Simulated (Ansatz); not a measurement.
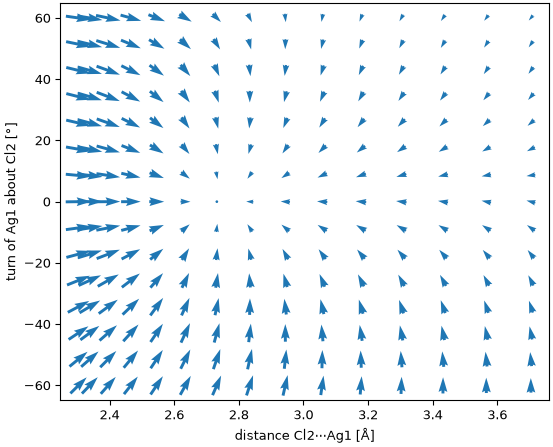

AgClH, charge +1. The turn is about an axis along (−0.48, 0.88, −0.00) in the frame of the relaxed pair, normal to the line between the partners. First axis: distance Cl2···Ag1. Second axis: turn of Ag1 about Cl2. The scan uses a 15 × 15 grid. Points are written as (first, second). Computed with Ansatz, RHF/def2-TZVPD.

The picture shows arrows along the force (downhill), their lengths compressed.

The arrows alone are given. Where is the energy lowest?

Answer. The arrows converge at about (2.743 Å, 0°) (read from the interpolated surface).

The energy map of the same scan:

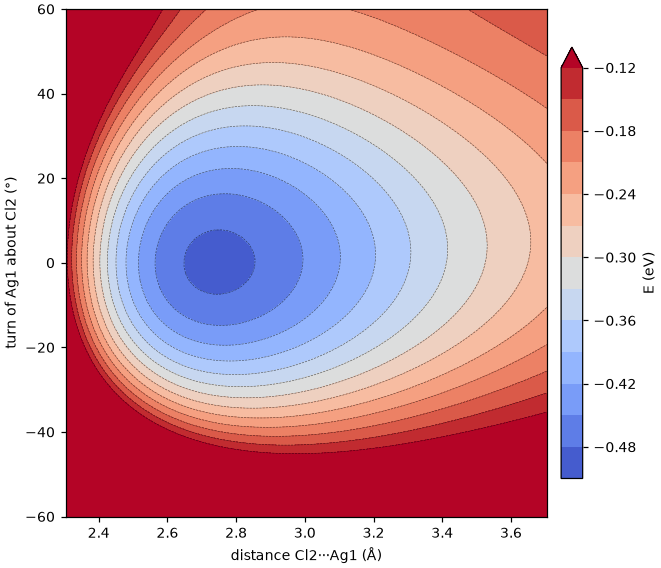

Energies are in eV, from the ion and the molecule far apart, frozen as in the relaxed pair, each in its own basis (no counterpoise correction); between grid points the surface is interpolated.
